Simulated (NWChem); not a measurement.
# singlet CH5OSi+ at 6 levels

Wanted: a comparison of 6 runs (HF/def2-SVPD, B3LYP/def2-SVPD, PBE/def2-SVPD, PBE0/def2-SVPD, MP2/def2-SVPD, CCSD(T)/def2-SVPD) of singlet CH5OSi+. 

The results are computed with NWChem 7.3.0.

1 further run of the same task is left out (set aside as unsound or not needed). Runs told in other sessions of the task aren't counted.

### 1 The molecule

The species is CH5OSi+ (8 atoms), meant as a singlet with charge +1. SMILES of the parent species: `[CH2][SiH2]O`. Geometry: relaxed at PBE0-D4/def2-TZVP. This is one conformer, not always the lowest. That shape belongs to the parent species and isn't relaxed for this state.

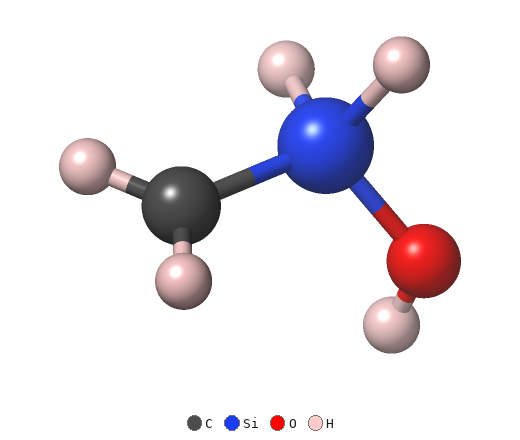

The structure, seen from a chosen angle (carbon dark grey, silicon blue, oxygen red, hydrogen pink).

### 2 The energy at HF/def2-SVPD (run 1)

run.xyz

```xyz
8

C     -0.861500     0.517800    -0.791400
Si     0.654000    -0.005200     0.111100
O      0.302800    -0.724400     1.554400
H     -0.970800     0.416800    -1.867000
H     -1.703100     0.991500    -0.293300
H      1.495600     1.161100     0.480600
H      1.431000    -0.912300    -0.779800
H     -0.255800    -1.502300     1.529400
```

run.nw

```
start run
memory total 2200 mb
charge 1

geometry noautosym nocenter noautoz
   load run.xyz
end

basis spherical bse
   * library def2-SVPD
end

scf
   nopen 0
   rhf
   thresh 1e-08
   maxiter 80
   print medium
end

task scf energy
```

Started as:

```sh
nwchem run.nw > run.out
```

Standard output:

```text
[...]
  functions       =   107
[...]
  wavefunction    = RHF
[...]
         Total SCF energy =   -404.074555060871
      One-electron energy =   -766.785556310680
      Two-electron energy =    253.778240030398
 Nuclear repulsion energy =    108.932761219411
        Time for solution =     15.4s
[...]
```

Wall time 16 s (1 thread of Intel Xeon 6975P-C (Granite Rapids), shared host); peak memory 0.097 GiB.

### 3 A single-point energy at B3LYP/def2-SVPD (run 2)

mymol.xyz

```xyz
8
CH5OSi
C     -0.861500     0.517800    -0.791400
Si     0.654000    -0.005200     0.111100
O      0.302800    -0.724400     1.554400
H     -0.970800     0.416800    -1.867000
H     -1.703100     0.991500    -0.293300
H      1.495600     1.161100     0.480600
H      1.431000    -0.912300    -0.779800
H     -0.255800    -1.502300     1.529400
```

run.py

```python
from ase.io import read
from ase.calculators.nwchem import NWChem

atoms = read('mymol.xyz')

calc = NWChem(
    label='mymol',
    theory='dft',
    memory='2200 mb',
    basis='def2-SVPD',
    basispar='spherical bse',
    charge=1,
    dft={'xc': 'b3lyp', 'mult': '1', 'grid': 'fine', 'convergence': 'energy 1e-08', 'iterations': '100', 'mulliken': None, 'print': 'low'},
    task='energy',
)
atoms.calc = calc

e = atoms.get_potential_energy()
print(f"E = {e:.6f} eV")
```

Started as:

```sh
export ASE_NWCHEM_COMMAND="nwchem PREFIX.nwi > PREFIX.nwo"
python run.py
```

Standard output:

```text
E = -11029.172812 eV
```

The calculator wrote mymol.nwi:

```
title "mymol"

permanent_dir mymol

scratch_dir mymol

start mymol

geometry units angstrom nocenter noautosym noautoz
  C  -8.6150000000000004e-01 5.1780000000000004e-01 -7.9139999999999999e-01
  Si 6.5400000000000003e-01 -5.1999999999999998e-03 1.1110000000000000e-01
  O  3.0280000000000001e-01 -7.2440000000000004e-01 1.5544000000000000e+00
  H  -9.7080000000000000e-01 4.1680000000000000e-01 -1.8670000000000000e+00
  H  -1.7031000000000001e+00 9.9150000000000005e-01 -2.9330000000000001e-01
  H  1.4956000000000000e+00 1.1611000000000000e+00 4.8060000000000003e-01
  H  1.4310000000000000e+00 -9.1230000000000000e-01 -7.7980000000000005e-01
  H  -2.5580000000000003e-01 -1.5023000000000000e+00 1.5294000000000001e+00
end

charge 1

memory 2200 mb

basis spherical bse noprint
   * library def2-SVPD
end

dft
  xc b3lyp
  mult 1
  grid fine
  convergence energy 1e-08
  iterations 100
  mulliken
  print low
end

task dft energy
```

mymol.nwo:

```text
Northwest Computational Chemistry Package (NWChem) 7.3.0
             --------------------------------------------------------

           Job information
           ---------------

    nwchem branch   = 7.3.0
    use scalapack   = T
    input           = mymol.nwi
    prefix          = mymol.
    data base       = mymol/mymol.db
    status          = startup
    nproc           =        1

           Memory information
           ------------------

    heap     =     72089594 doubles =      550.0 Mbytes
    stack    =     72089599 doubles =      550.0 Mbytes
    global   =    144179200 doubles =     1100.0 Mbytes (distinct from heap & stack)
    total    =    288358393 doubles =     2200.0 Mbytes
    verify   = yes
    hardfail = no

[... 38 lines left out ...]
            Nuclear Dipole moment (a.u.)
[... 75 lines left out ...]
   convergence    iter        energy       DeltaE   RMS-Dens  Diis-err    time
[... 13 lines left out ...]
         Total DFT energy =     -405.314628297977
      One electron energy =     -766.954915202556
           Coulomb energy =      289.188090470520
    Exchange-Corr. energy =      -36.480564785352
 Nuclear repulsion energy =      108.932761219411
[... 17 lines left out ...]
     -------------------------------------------
      Total Density - Lowdin Population Analysis
     -------------------------------------------

    Atom       Charge   Shell Charges
 -----------   ------   -------------------------------------------------------
    1 C    6     5.61   1.97  0.61  0.25  0.12  1.59  0.82  0.03  0.23
    2 Si  14    13.09   2.00  1.90  0.39  0.18  0.12  5.81  1.18  0.71  0.46  0.33
    3 O    8     8.23   1.97  0.84  0.48  0.11  2.69  1.70  0.26  0.01  0.18
[... 4 lines of this table left out ...]
    8 H    1     1.05   0.50  0.12  0.18  0.25

 Task  times  cpu:       18.8s     wall:       18.8s
 Total times  cpu:       18.8s     wall:       18.8s
```

Wall time 20 s (1 thread of Intel Xeon 6975P-C (Granite Rapids), shared host); peak memory 0.11 GiB.

Runs 3 to 5 aren't shown in full; the table further down has their settings and results.

### 4 A single-point energy at CCSD(T)/def2-SVPD (run 6)

ch5osi.nw

```
start ch5osi
memory total 2200 mb
charge 1
geometry noautosym nocenter noautoz
 C     -0.861500     0.517800    -0.791400
 Si     0.654000    -0.005200     0.111100
 O      0.302800    -0.724400     1.554400
 H     -0.970800     0.416800    -1.867000
 H     -1.703100     0.991500    -0.293300
 H      1.495600     1.161100     0.480600
 H      1.431000    -0.912300    -0.779800
 H     -0.255800    -1.502300     1.529400
end
basis spherical bse
 * library def2-SVPD
end
scf
 thresh 1e-08
 maxiter 80
 print medium
end
ccsd
 freeze core 7
 maxiter 60
end
task ccsd(t) energy
```

Started as:

```sh
nwchem ch5osi.nw > ch5osi.out
```

Standard output:

```text
[...]
  functions       =   107
[...]
  wavefunction    = RHF
[...]
         Total SCF energy =   -404.074555060926
      One-electron energy =   -766.785556310630
      Two-electron energy =    253.778240030294
 Nuclear repulsion energy =    108.932761219411
        Time for solution =     16.0s
[...]
 Total MP2 energy:           -404.478310666302377
[...]
             energy      energy      error      ampl     ampl      Block
                                                time     time      time
[...]
 Total CCSD energy:           -404.521567421469513
[...]
 Total CCSD+T(CCSD) energy:           -404.535385264581180
[...]
 Total CCSD(T) energy:                -404.533931202714427
[...]
```

Run time: 3.5 min. Hardware: 1 thread of Intel Xeon 6975P-C (Granite Rapids), shared host; peak memory 0.3 GiB.

### 5 All runs side by side

```csv
run,level,iteration cap,module,energy (Eh),HOMO energy (eV),LUMO energy (eV),HOMO–LUMO gap (eV),wall time
1,HF/def2-SVPD,80,scf,-404.074555,-18.02,-7.51,10.51,16 s
2,B3LYP/def2-SVPD,100,dft,-405.314628,–,–,–,20 s
3,PBE/def2-SVPD,100,dft,-405.001256,–,–,–,21 s
4,PBE0/def2-SVPD,100,dft,-405.031776,-14.65,-11.73,2.92,20 s
5,MP2/def2-SVPD,80,mp2,-404.478311,-18.02,-7.51,10.51,19 s
6,CCSD(T)/def2-SVPD,80,ccsd(t),-404.533931,-18.02,-7.51,10.51,3.5 min
```

### 6 Results

| quantity | value |
| --- | --- |
| run 6: total energy | -404.53393 Eh |
| run 6: HOMO energy (Hartree–Fock orbitals) | -18.02 eV |
| run 6: LUMO energy (Hartree–Fock orbitals) | -7.51 eV |
| run 6: HOMO–LUMO gap (Hartree–Fock orbitals) | 10.51 eV |
| run 6: correlation energy (7 core orbitals frozen) | -459.4 mEh |
| run 6: (T) correction | -12.36 mEh |

**Reading.** Below the HF energy at the same shape and in the same basis (def2-SVPD): MP2 -403.8 mEh; CCSD(T) -459.4 mEh. Totals of different functionals can't be ranked against each other. All runs together took 5 min, the longest 3.5 min.
